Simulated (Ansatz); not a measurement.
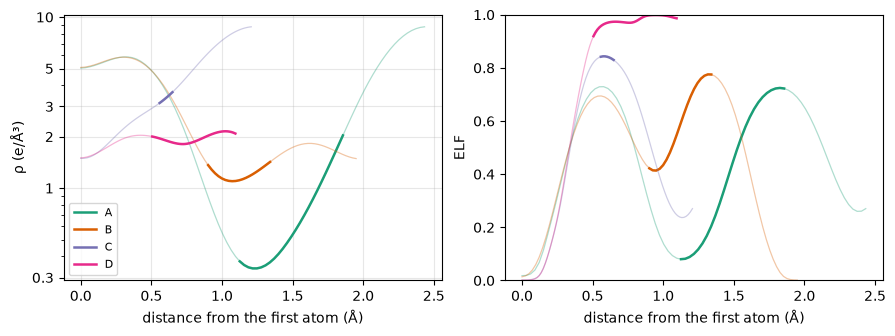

*H₂W₈C₈O (slab). Valence charge density (pseudo) and electron localisation function along straight lines between neighbouring atoms. Thin, pale parts lie inside the atomic spheres.*

PAW files of the earlier set (soft_1).

These are results of DFT LDA, scalar-relativistic, plane waves, PAW in Ansatz, not measurements.

The density is the valence pseudo-density of a PAW calculation; it isn't the true density close to the nuclei.

Question: Which curve belongs to which contact (C–H, C–O, W–C and W–O)? The first atom named is at distance zero.

Answer: Curve A: W–O (2.43 Å): the density is about 0.34 e/Å³ at the midpoint; the ELF is about 0.10 at the midpoint (no shared electron pair shows on this line). Curve B: W–C (1.95 Å): ρ is about 1.2 e/Å³ halfway; the ELF peaks at about 0.80 in the valence shell of C, 0.6 Å from its nucleus, and drops to about 0.40 between the two atoms. Curve C: C–O (1.21 Å): ρ at the midpoint is about 3.4 e/Å³; the ELF peaks at about 0.85 between the atoms. Curve D: C–H (1.09 Å): the density is about 2 e/Å³ at the midpoint; the ELF climbs to about 1 towards the hydrogen, as it does in any bond to H (a covalent bond by its length).
